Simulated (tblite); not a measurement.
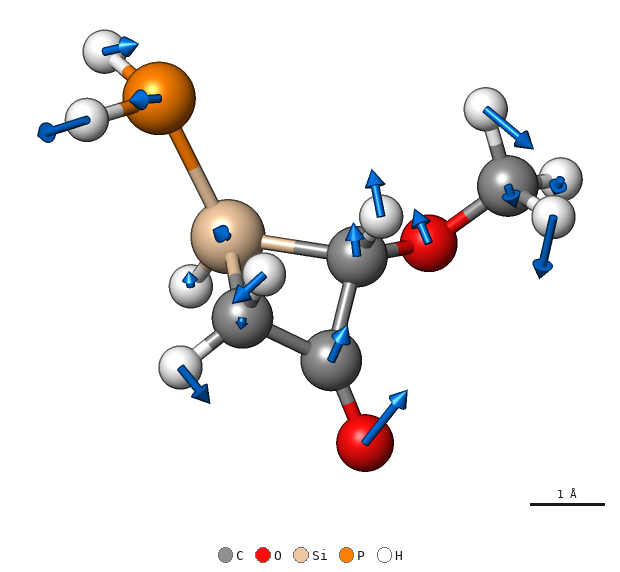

A relaxation of C4H9O2PSi. The starting structure is drawn; blue arrows show the displacements, at their true length. The two geometries are superimposed by the best rigid fit.

Style: ball-and-stick. Shown at a tilt.

All numbers below come from GFN2-xTB geometry optimisation, gas phase in tblite 0.8.0. 

> Describe the change and its energy.

The largest move after the best rigid fit is that of an H atom, 1.22 Å. By element the largest moves are H 1.22 Å, O 1.02 Å, C 0.60 Å, P 0.60 Å, Si 0.33 Å. Among the contacts that change: C–C 2.049 → 2.353 Å, C–Si 1.829 → 1.931 Å, H–P 1.467 → 1.385 Å, P–Si 2.180 → 2.237 Å. Among the angles between lasting bonds that change: Si–P–H 112.1° → 94.8°, C–C–C 86.4° → 101.7°, Si–P–H 108.4° → 94.7°. Groups turn about C–O by about 55°. After 133 geometry steps the energy has fallen by 41.4 kcal/mol.
